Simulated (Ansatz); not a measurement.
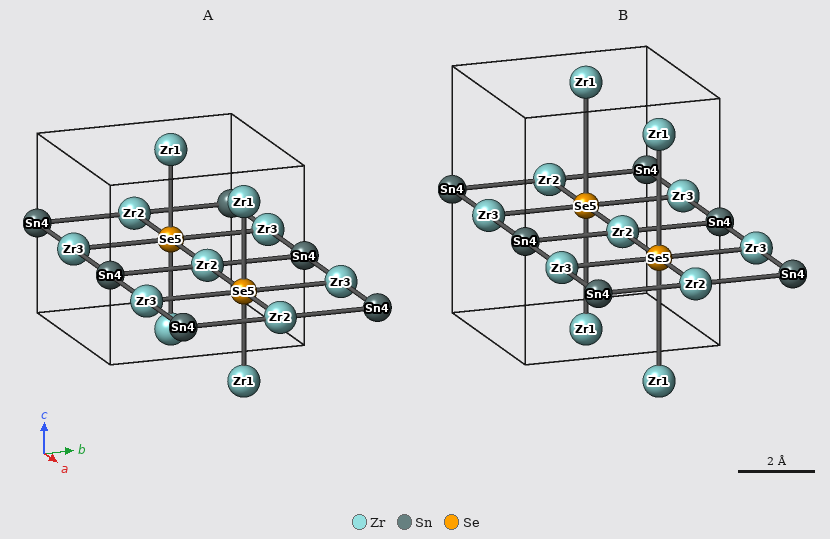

Two geometries of crystalline Zr₃SnSe (a generated structure, set up in P4/mmm) (coarse preliminary run), drawn at one scale. One is the start of a relaxation, the other its converged end. The picture is a ball-and-stick view of the cell of the calculation, repeated 2 × 1 × 1 with one cell outlined, seen slightly off an axis.

Method: Ansatz 0.2.0, DFT PBE, scalar-relativistic, plane waves, PAW. Settings: plane-wave cutoff 420 eV; k-point mesh 4 × 4 × 4; occupations gaussian; smearing width 0.1 eV; no spin polarisation; cell and atoms relaxed; force threshold 0.04 eV/Å; at most 70 steps.

> Which of the two is the end point?

Structure A is the relaxed one. No atom moves by more than 0.005 Å relative to the cell. Cell: a = b 5.518 → 5.512 Å (−0.1 %), c 6.805 → 4.949 Å (−27.3 %). Volume −27.4 %. Some distances before and after: Zr1–Se5 3.402 → 2.474 Å. The space group stays P4/mmm (No. 123). Over 8 accepted moves (9 points after the start) the energy falls by 617 meV per atom. All forces vanish by symmetry, so only the cell relaxes. Pressure: −5.13 GPa at the start and 0.00 GPa at the end. At 1 point the geometry stayed and the basis and grid were re-selected for the new cell (energy shift of 0.4 meV per atom at most each time). The run took 2.7 min on 1 thread of Intel(R) Xeon(R) Processor @ 2.70GHz, on a shared host, peak memory 0.55 GiB.
